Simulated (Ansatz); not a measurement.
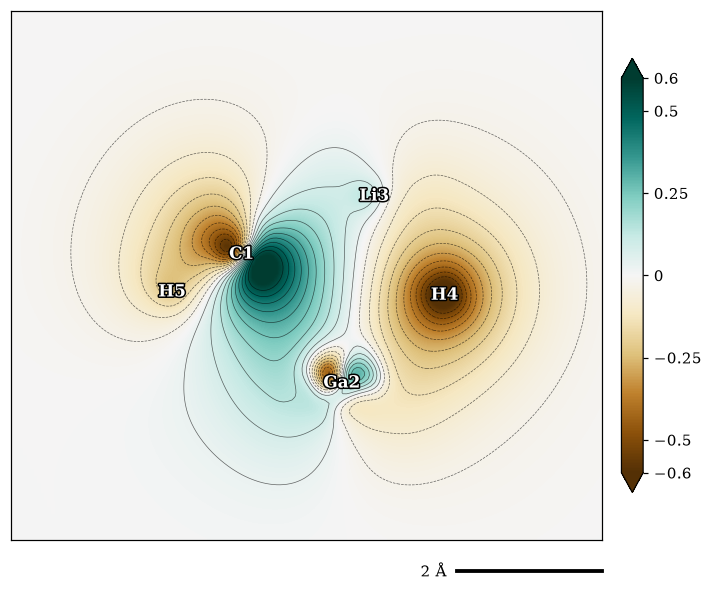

Figure 1: CH4GaLi. The HOMO−1 on the plane of atoms Ga2, C1 and Li3 (values in Å⁻³ᐟ²; the overall sign is arbitrary).

Geometry: PBE0-D3(BJ)/def2-SVP.

Theory: isolated molecule in a Gaussian basis; Kohn-Sham density functional theory, functional PBE0 (Ansatz 0.2.0).

```yaml
atoms:
  - { symbol: C, position_ang: [1.1739, -0.2440, -0.0431] }
  - { symbol: Ga, position_ang: [0.6743, 1.5316, 1.2651] }
  - { symbol: Li, position_ang: [-0.8114, -0.0620, -0.1998] }
  - { symbol: H, position_ang: [-1.1142, 1.2665, 0.7898] }
  - { symbol: H, position_ang: [2.2630, -0.2725, 0.0985] }
  - { symbol: H, position_ang: [1.0459, -0.1723, -1.1494] }
  - { symbol: H, position_ang: [0.8350, -1.2651, 0.2532] }
```

### What is the character of this orbital?

Its weight (Hirshfeld) is mainly on C1 (about 30 %), H4 (about 30 %), Ga2 (about 20 %) and Li3 (about 10 %). Its energy is −6.88 eV.
